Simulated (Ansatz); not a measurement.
# One shape, several levels: InF (SMILES [F][In])

Wanted: a comparison of 6 runs (HF/STO-3G, CAM-B3LYP/STO-3G, HSE06/STO-3G, UB3LYP/STO-3G, UPBE/STO-3G, CCSD(T)/STO-3G) of InF. 

Program for the calculation: Ansatz 0.2.0.

45 further runs of the same task are left out: 5 that didn't finish, 40 set aside as unsound or not needed.

## Step 1: The structure to begin with

InF has 2 atoms, charge 0, and is taken as a singlet. As SMILES, `[F][In]`. The In2–F1 distance was set to 2.532 Å, away from the relaxed value.

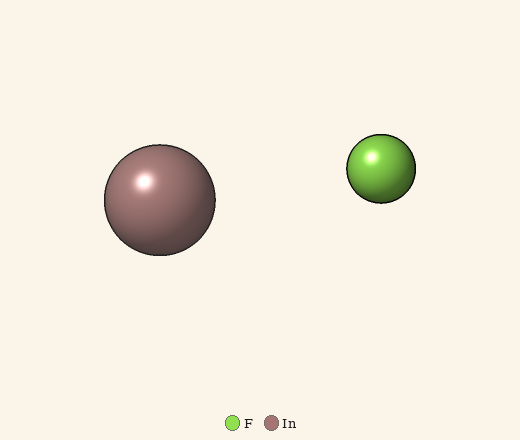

Viewed from a chosen angle; fluorine green, indium brown.

## Step 2: A single-point energy at HF/STO-3G (run 1)

File job.yaml:

```yaml
crystal:
  periodic: [false, false, false]
  atoms:
    - {symbol: F, position_ang: [0.000000, 0.000000, -0.506410]}
    - {symbol: In, position_ang: [0.000000, 0.000000, 2.025490]}
basis:
  gaussian:
    orbitals: STO-3G
accuracy: high
hamiltonian:
  xc: hf
```

Launch:

```bash
ansatz run job.yaml --threads 1 --pin off --max-ram 2610MiB --events-out events.jsonl --progress --plain --runs-dir runs
```

Log:

```text
Warning: RAYON_NUM_THREADS=1 ignored (pool sized by the plan → 1); use --threads N
Functional definition: HF
  name "HF"
  exchange = exact_x
  correlation = 0
557 factors; integrals over basis functions are off by at most 6.4e-9 eV
mean field evaluation 1: about -157298.9571 eV, gradient 1.6e1 eV
mean field evaluation 2: about -157299.0003 eV, gradient 1.6e1 eV
mean field evaluation 4: about -157302.6250 eV, gradient 4.1e0 eV
mean field evaluation 8: about -157302.9022 eV, gradient 9.3e-2 eV
mean field -157302.90226472 eV, -5780.7750344919 hartree, gradient 8.2e-9 eV, S^2 0.000000; 0 other end points of the search recorded, 0 dependent functions left out
reference -157302.90226472 eV, -5780.7750344919 hartree; 29, 29 occupied and 3, 3 virtual orbitals, 557 factors
Total energy: -157302.90226472 eV, -5780.7750344919 hartree
```

It took 0.36 s on 1 thread of Arm Neoverse V2, shared host.

## Step 3: The energy at CAM-B3LYP/STO-3G (run 2)

File input.yaml:

```yaml
crystal:
  periodic: [false, false, false]
  atoms:
    - {symbol: F, position_ang: [0.000000, 0.000000, -0.506410]}
    - {symbol: In, position_ang: [0.000000, 0.000000, 2.025490]}
basis:
  gaussian:
    orbitals: STO-3G
accuracy: high
hamiltonian:
  xc: {name: CAM-B3LYP}
```

Launch:

```bash
ansatz run input.yaml --threads 1 --pin off --max-ram 2610MiB --events-out events.jsonl --progress --plain --runs-dir runs
```

Log:

```text
Warning: RAYON_NUM_THREADS=1 ignored (pool sized by the plan → 1); use --threads N
Functional definition: CAM-B3LYP
  name "CAM-B3LYP"
  parameter alpha = 0.19
  parameter beta = 0.46
  parameter omega = 0.33/bohr
  parameter ac = 0.81
  exchange = (1 - alpha - beta)*b88_x + beta*b88_x_sr(omega) + alpha*exact_x + beta*exact_x_lr(omega)
  correlation = (1 - ac)*vwn5_c + ac*lyp_c
557 factors; integrals over basis functions are off by at most 6.4e-9 eV
117 factors; integrals over basis functions are off by at most 9.4e-10 eV
mean field evaluation 1: about -157365.3507 eV, gradient 2.0e1 eV
mean field evaluation 2: about -157125.7694 eV, gradient 1.8e2 eV
mean field evaluation 4: about -157370.0952 eV, gradient 2.1e0 eV
mean field evaluation 8: about -157370.1080 eV, gradient 1.4e0 eV
mean field evaluation 16: about -157370.0994 eV, gradient 2.1e-8 eV
mean field -157370.09935261 eV, -5783.2444819239 hartree, gradient 2.5e-8 eV, S^2 0.000000; 0 other end points of the search recorded, 0 dependent functions left out
reference -157370.09936343 eV, -5783.2444823217 hartree; 29, 29 occupied and 3, 3 virtual orbitals, 557 factors
Total energy: -157370.09936343 eV, -5783.2444823217 hartree
```

It took 1.4 s on 1 thread of Arm Neoverse V2, shared host; peak memory 0.11 GiB.

Runs 3 to 5 aren't shown in full; the table further down has their settings and results.

## Step 4: The energy at CCSD(T)/STO-3G (run 6)

job.yaml: that of step 2 with these lines changed.

```diff
@@ -8,4 +8,7 @@
     orbitals: STO-3G
+correlation:
+  method: ccsd_t
+  frozen_orbitals: {F: 1, In: 18}
 accuracy: high
-hamiltonian:
-  xc: hf
+scf:
+  omitted_lower_state_checks: [cluster_reference, increment]
```

Launch:

```bash
ansatz run job.yaml --threads 1 --pin off --max-ram 2610MiB --events-out events.jsonl --progress --plain --runs-dir runs
```

Log:

```text
Warning: RAYON_NUM_THREADS=1 ignored (pool sized by the plan → 1); use --threads N
Functional definition: HF
  name "HF"
  exchange = exact_x
  correlation = 0
these checks for a lower state are left out or cut short: cluster_reference, increment
557 factors; integrals over basis functions are off by at most 6.4e-9 eV
mean field evaluation 1: about -157298.9571 eV, gradient 1.6e1 eV
mean field evaluation 2: about -157299.0003 eV, gradient 1.6e1 eV
mean field evaluation 4: about -157302.6250 eV, gradient 4.1e0 eV
mean field evaluation 8: about -157302.9022 eV, gradient 9.3e-2 eV
mean field -157302.90226472 eV, -5780.7750344919 hartree, gradient 8.2e-9 eV, S^2 0.000000; 0 other end points of the search recorded, 0 dependent functions left out; unrestricted orbitals would lower it
19 core orbitals not correlated: weight in the atoms' cores, before any rotation towards them, 1.000 or more for the frozen orbitals, at most 0.000 for the correlated occupied ones
reference -157302.90226472 eV, -5780.7750344919 hartree; 10, 10 occupied and 3, 3 virtual orbitals, 557 factors
second order -1.55314082 eV of doubles, -0.00000000 eV of singles
cycle   1  -1.82638365 eV  change   -2.7e-1 eV  update   1.5e-1
cycle   2  -2.13909083 eV  change   -3.1e-1 eV  update   7.5e-2
cycle   3  -2.30785764 eV  change   -1.7e-1 eV  update   5.5e-2
cycle   4  -2.31736720 eV  change   -9.5e-3 eV  update   1.1e-2
cycle   5  -2.31414334 eV  change    3.2e-3 eV  update   4.5e-3
cycle   6  -2.31684922 eV  change   -2.7e-3 eV  update   2.4e-3
cycle   7  -2.31977437 eV  change   -2.9e-3 eV  update   1.5e-3
cycle   8  -2.31990603 eV  change   -1.3e-4 eV  update   8.0e-4
cycle   9  -2.31987934 eV  change    2.7e-5 eV  update   4.4e-4
cycle  10  -2.32015004 eV  change   -2.7e-4 eV  update   1.5e-4
cycle  11  -2.32013024 eV  change    2.0e-5 eV  update   2.4e-5
cycle  12  -2.32012515 eV  change    5.1e-6 eV  update   8.3e-6
cycle  13  -2.32011856 eV  change    6.6e-6 eV  update   3.5e-6
cycle  14  -2.32011833 eV  change    2.4e-7 eV  update   1.2e-6
cycle  15  -2.32011866 eV  change   -3.3e-7 eV  update   5.7e-7
cycle  16  -2.32011923 eV  change   -5.7e-7 eV  update   2.5e-7
cycle  17  -2.32011925 eV  change   -3.0e-8 eV  update   9.0e-8
cycle  18  -2.32011934 eV  change   -8.9e-8 eV  update   6.4e-8
cycle  19  -2.32011691 eV  change    2.4e-6 eV  update   4.8e-7
cycle  20  -2.32011623 eV  change    6.8e-7 eV  update   2.4e-7
cycle  21  -2.32011592 eV  change    3.1e-7 eV  update   1.4e-7
cycle  22  -2.32011586 eV  change    6.2e-8 eV  update   6.4e-8
cycle  23  -2.32011578 eV  change    8.2e-8 eV  update   3.8e-8
cycle  24  -2.32011574 eV  change    4.0e-8 eV  update   2.1e-8
cycle  25  -2.32011571 eV  change    2.3e-8 eV  update   1.1e-8
cycle  26  -2.32011572 eV  change   -6.7e-9 eV  update   4.8e-9
cycle  27  -2.32011572 eV  change    4.5e-9 eV  update   2.4e-9
cycle  28  -2.32011572 eV  change   5.5e-11 eV  update   1.1e-9
perturbative correction -0.14305864 eV, -0.0052573080 hartree
Total energy: -157305.36543908 eV, -5780.8655544798 hartree
Checks for a lower state left out: cluster_reference, increment
```

Run time: 0.48 s. Hardware: 1 thread of Arm Neoverse V2, shared host.

## Step 5: All runs side by side

| run | level | frozen core orbitals | energy (Eh) | wall time |
| --- | --- | --- | --- | --- |
| 1 | HF/STO-3G | – | -5780.775034 | 0.36 s |
| 2 | CAM-B3LYP/STO-3G | – | -5783.244482 | 1.4 s |
| 3 | HSE06/STO-3G | – | -5782.781118 | 1.6 s |
| 4 | UB3LYP/STO-3G | – | -5783.104733 | 1.9 s |
| 5 | UPBE/STO-3G | – | -5782.434953 | 1.8 s |
| 6 | CCSD(T)/STO-3G | 19 | -5780.865554 | 0.48 s |

## Step 6: Results

| quantity | value |
| --- | --- |
| run 6: total energy | -5780.86555 Eh |
| run 6: correlation energy (19 core orbitals frozen) | -90.5 mEh |
| run 6: (T) correction | -5.26 mEh |
| run 6: T1 diagnostic | 0.027 |

Totals of different functionals can't be ranked against each other. In run 6 the log says that unrestricted orbitals would lower the reference, so the values rest on an unstable closed-shell determinant (other closed-shell runs at this shape may share the fault). In runs 1, 2, 3, 4, 5, 6 the basis is minimal, so the values are rough. In runs 1, 2, 3, 4, 5, 6 relativity is left out where basis or elements ask for it. All runs together took 7.6 s, the longest 1.9 s.
